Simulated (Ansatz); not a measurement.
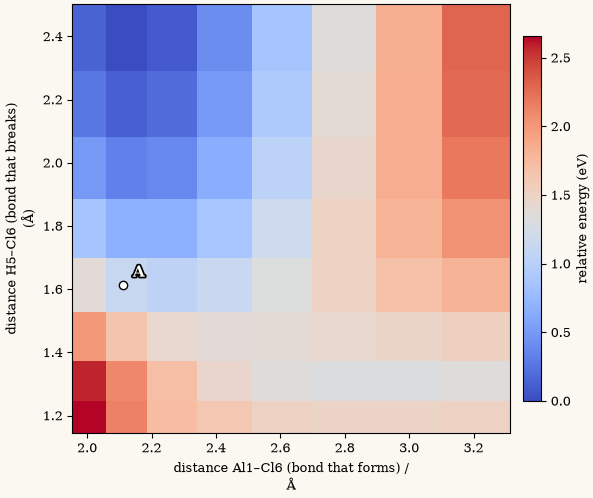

The reacting system CH6AlClO (fragments CH₅AlO + ClH where the first distance is long, CH₄AlClO + H₂ where the second is long). Coordinates scanned: (1) distance Al1–Cl6 (bond that forms); (2) distance H5–Cl6 (bond that breaks). Relaxed at each point: all other coordinates. Grid: 8 × 8 points. Points are written as (first, second). Energies are in eV, from the lowest grid point. Energies and slopes of some neighbouring points disagree (a jump in structure or state, or too coarse a mesh). The reference is spin-restricted, so regions where a bond is pulled apart into radicals lie too high. These are results of RKS B3LYP-D4/def2-SVP (Ansatz), not measurements.

The picture shows one coloured cell a grid point, the point A.

Question: Which way does the force act at A, and how strong is it?

Answer: A, at (2.112 Å, 1.613 Å), is not a stationary point. The computed force is 1.5 eV for each Å towards larger values of the first coordinate and 3 eV for each Å towards larger values of the second coordinate.
